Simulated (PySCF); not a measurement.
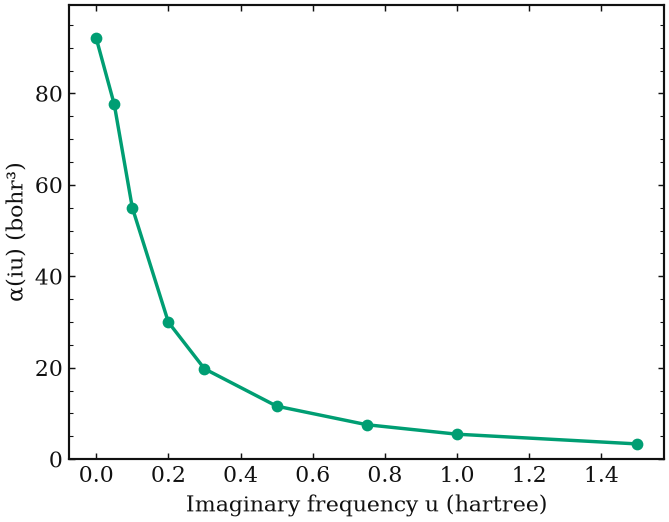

Dipole polarisability at imaginary frequency of an atom or ion with 44 electrons in the configuration [Kr] 4d⁷ 5s. Coupled response at the HF level; PySCF, def2-QZVPPD with a 28-electron core potential, unrestricted single determinants, no spin-orbit coupling.

Which species is it, and what does the curve give?

Neutral ruthenium. The static dipole polarisability is 92.1 bohr³ (the recommended value is 72.0); α(iu) falls to half of it near u = 0.13 hartree. The Casimir–Polder integral gives C₆ = 881 hartree bohr⁶ for two such species.
